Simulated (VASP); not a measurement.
Band structure of GePd (relaxed from the rocksalt structure, space group Fm-3m). Level of theory: r2SCAN meta-GGA, VASP's PBE PAW potentials (set 64) (plane waves; VASP 6.6.1).

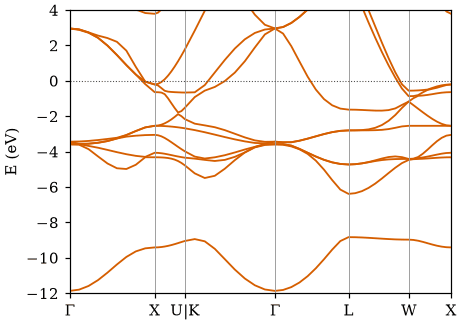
Figure. Bands along high-symmetry lines, zero at the valence-band maximum or, without a gap, the Fermi level

Problem. Read the plot: is there a gap, and where are the band edges?

Solution. It has no gap at this level: it comes out as a metal or semimetal.

The structure was generated: GePd was put into the rocksalt type (Fm-3m), which need not be its known phase. It was relaxed first, which changed the volume by -15 %.
